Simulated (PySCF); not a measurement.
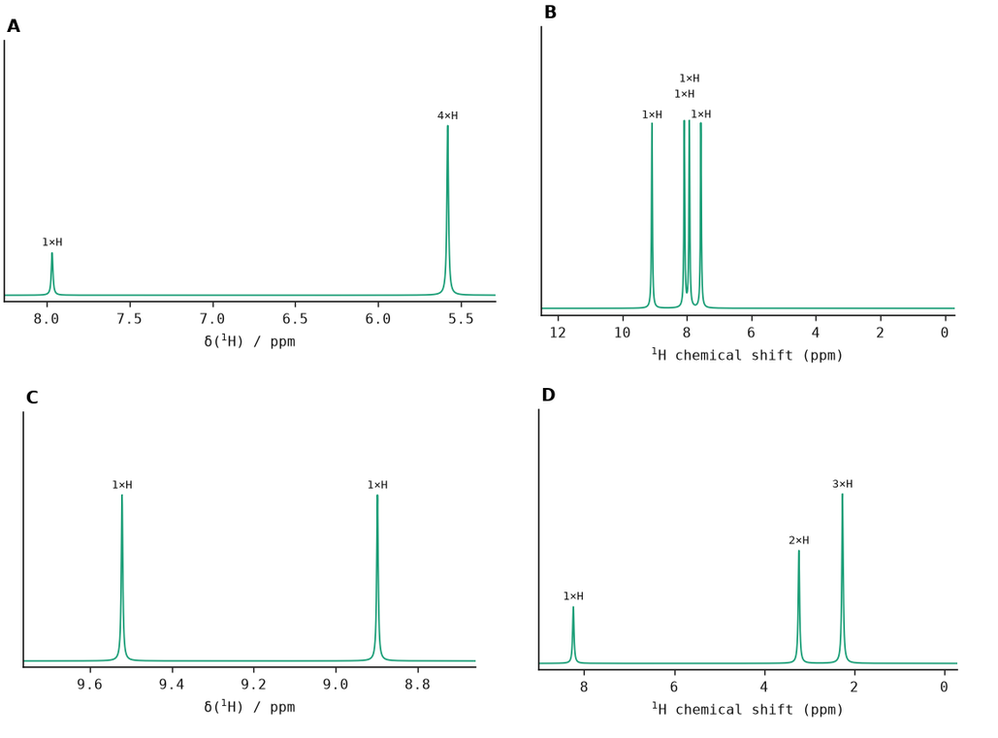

GIAO shifts, PBE0/pcSseg-1 in PySCF 2.14.0, at a GFN2-xTB geometry (no frequency check), against TMS for ¹H computed at the same level. Gas phase, fully decoupled, line heights follow the number of nuclei, widths are arbitrary (no quadrupolar broadening); values of one conformer, averaged over methyl-type rotors and exact or near symmetry. Protons on N, O or S are those of the isolated molecule, without hydrogen bonds to neighbours or exchange.

Assign the panels.
1. B₂NH₅, SMILES BNB
2. C₆H₄N₂, SMILES N#Cc1ccccn1
3. C₇H₆O, SMILES CC#CC1=CCC1=O
4. C₂H₂N₂S (1,2,4-thiadiazole), SMILES c1ncsn1

A: 1 (7.97 (1 H), 5.58 (4 H) ppm)
B: 2 (9.08 (1 H), 8.08 (1 H), 7.92 (1 H), 7.56 (1 H) ppm)
C: 4 (9.52 (1 H), 8.90 (1 H) ppm)
D: 3 (8.24 (1 H), 3.23 (2 H), 2.26 (3 H) ppm)

Caveats, for all or some of the runs: the tight-binding geometry is rougher than a DFT one and adds to the error.
